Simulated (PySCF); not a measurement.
```
atom   x (Å)   y (Å)    z (Å)
  Co  0.0000  0.0000  -0.7578
  Cl  0.0000  0.0000   1.2772
```

Level of theory: PySCF 2.14.0, PBE0/def2-TZVPPD, non-relativistic Hamiltonian with scalar-relativistic core potentials where named, at a bond length of 2.035 Å.

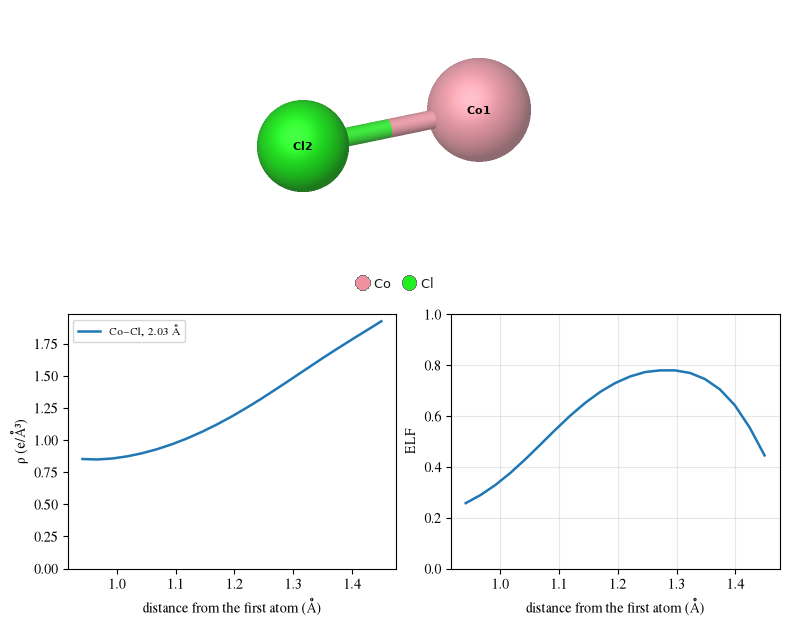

CoCl (charge +1, quartet). Total electron density and electron localisation function along straight lines between neighbouring atoms. The curves leave out the atomic cores. The structure is drawn too.

### What can be read from the curves?

Co–Cl (2.03 Å): ρ at the midpoint is about 0.87 e/Å³; the ELF peaks at about 0.80 in the valence shell of Cl, 0.8 Å from its nucleus, and is about 0.40 at the midpoint.
